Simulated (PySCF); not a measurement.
```xyz
11

Si    2.0323   -0.3846    0.3775
O     1.0698   -0.5295   -0.9431
Si   -0.5746   -0.0575   -1.1830
Si   -1.5579    0.6669    0.8200
H     3.3239   -1.0960    0.0681
H     1.4827   -1.0291    1.6131
H     2.4104    1.0278    0.7113
H    -0.4864    1.0435   -2.2255
H    -1.1016   -1.2204   -2.0042
H    -2.7834    1.1782    0.0293
H    -2.1646   -0.7163    1.1372
```

Geometry: PBE0-D3(BJ)/def2-SVP.

Level of theory: PySCF, DFT single point, gas phase, functional M06-2X.

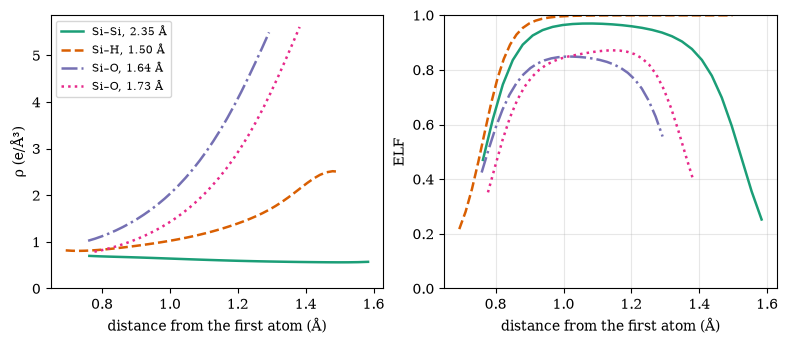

H$_{7}$OSi$_{3}$ (SMILES [SiH2-][SiH2]O[SiH3]) (charge −1). Total electron density and ELF along straight lines between neighbouring atoms. The curves leave out the atomic cores.

> What can be read from the curves?

Si–Si (2.35 Å): ρ at the midpoint is about 0.6 e/Å³; the ELF peaks at about 0.95 between the atoms; localised, covalent bonding.
Si–H (1.50 Å): ρ is about 0.81 e/Å³ halfway; the ELF climbs to about 1 towards the hydrogen, as it does in any bond to H.
Si–O (1.64 Å): ρ at the midpoint is about 1.2 e/Å³; the ELF peaks at about 0.85 between the atoms: a polar covalent bond.
Si–O (1.73 Å): ρ at the midpoint is about 0.96 e/Å³; the ELF peaks at about 0.85 between the atoms: a polar covalent bond.
